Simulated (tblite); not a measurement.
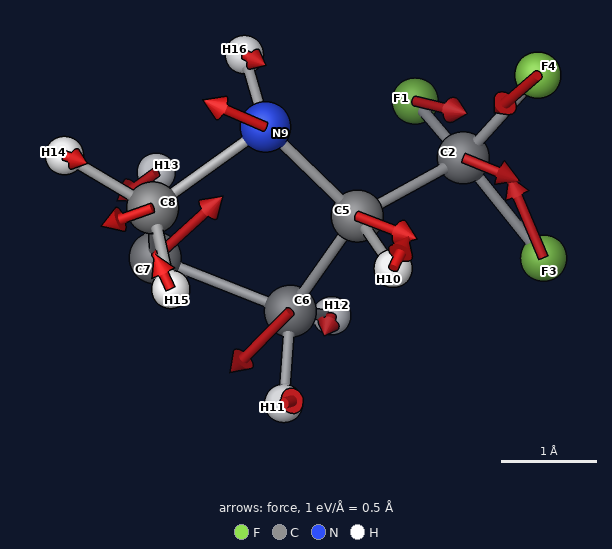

Starting geometry of C5H7F3N (multiplicity 2) with the computed forces as red arrows. A ball-and-stick model, seen at a tilt.

These are results of GFN2-xTB geometry optimisation, gas phase in tblite, not measurements. 

What follows when this structure is relaxed?

It isn't relaxed: the largest force vector, on C7, is 2.13 eV/Å. The final displacements have little in common with the starting forces (cosine between the two patterns 0.23). The largest move after the best rigid fit is that of H16, 1.73 Å. By element the largest moves are H 1.73 Å, N 0.73 Å, F 0.72 Å, C 0.57 Å. Near-neighbour distances that change, for instance: C2–F3 1.407 → 1.343 Å, C6–C7 1.530 → 1.481 Å, C2–F4 1.383 → 1.346 Å, C2–C5 1.503 → 1.538 Å. Bond angles that change, for instance: C8–C7–H13 104.8° → 124.6°, C6–C7–H13 107.3° → 124.7°, C6–C7–C8 97.6° → 110.7°. After 125 geometry steps the energy has fallen by 123.6 kJ/mol. Cost: 1.2 s on 1 thread of Arm Neoverse N1 (shared host).
